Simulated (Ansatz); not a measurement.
**ClFH2N2Si: density, localisation and related maps**

The calculation's input:

```
crystal:
  periodic: [false, false, false]
  atoms:
    - symbol: Cl
      position_ang: [1.405637, -0.746351, 1.600333]
    - symbol: F
      position_ang: [2.714198, -0.466330, -1.062151]
    - symbol: "N"
      position_ang: [-0.695673, -1.654664, -1.536918]
    - symbol: "N"
      position_ang: [0.420470, -1.928228, -1.066995]
    - symbol: Si
      position_ang: [1.238151, -0.467260, -0.409600]
    - symbol: H
      position_ang: [-1.109799, -2.541469, -1.891932]
    - symbol: H
      position_ang: [0.550432, 0.802800, -0.718669]
basis:
  gaussian:
    orbitals: def2-TZVPD
hamiltonian:
  xc: {name: PBE0}
output: {forces: true, orbitals: {seedname: orbitals}}
```

Run with:

```sh
ansatz run input.yaml --threads 1 --pin off --max-ram 2610MiB --events-out events.jsonl --progress --plain --runs-dir runs
```

Geometry: PBE0-D3(BJ)/pcseg-1.

The calculation used isolated molecule in a Gaussian basis; Kohn-Sham density functional theory, functional PBE0 (Ansatz 0.2.0).

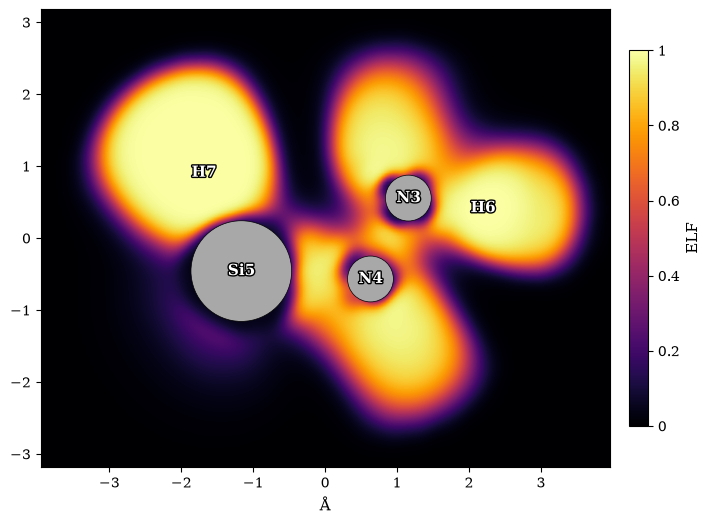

Figure 1. Electron localisation function on the plane of atoms N4, N3 and H6. Grey discs cover the atomic cores.

Describe what can be read from this map.

Answer. Atoms in the plane: N, Si and H.
N–N (1.24 Å): the ELF peaks at about 0.90 between the atoms (localised, covalent bonding).
Si–N (1.80 Å): the ELF peaks at about 0.95 between the atoms: a polar covalent bond.
N–H (1.04 Å): the ELF climbs to about 1 towards the hydrogen, as it does in any bond to H (a covalent bond by its length).
Si–H (1.48 Å): the ELF climbs to about 1 towards the hydrogen.
The ELF also peaks beside N4 and N3, away from the bonds: lone-pair regions.

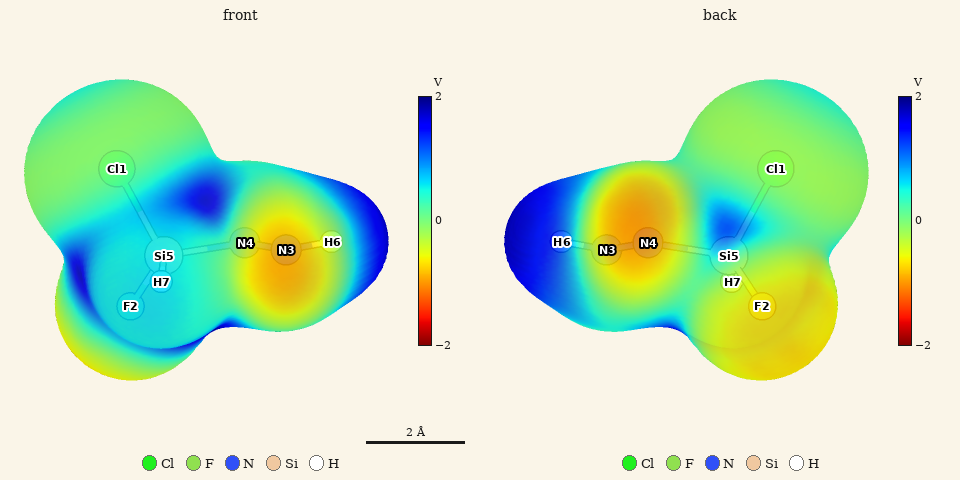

Figure 2. The molecular electrostatic potential painted on the density surface at 0.002 e/bohr³, seen from the front and from behind; red is negative and blue positive.

Where is the surface potential most negative and most positive?

Answer. The most negative region (about −1.0 V, or −23 kcal/mol for a unit charge) lies over N4, the most positive (about +1.8 V, or +42 kcal/mol for a unit charge) over Si5 and H6. Cl1 shows a σ-hole: about +0.4 V, or +9 kcal/mol for a unit charge at the tip opposite its bond, against about −0.1 V on its flanks.

What dipole moment does the calculation give?

Answer. Its dipole moment is 1.50 D.

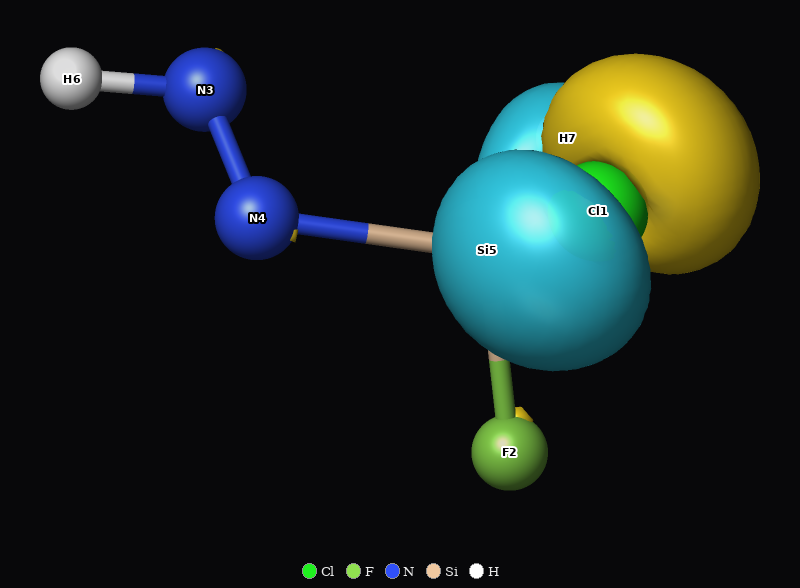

Figure 3. The HOMO−1 at ±0.2 Å⁻³ᐟ² (yellow and cyan are the two phases), seen at an oblique angle.

Where does this orbital lie, and at what energy?

Answer. It lies mainly on Cl1 (about 75 %), Si5 (about 10 %) and H7 (about 10 %); largely a lone pair of Cl1. Its energy is −9.84 eV.
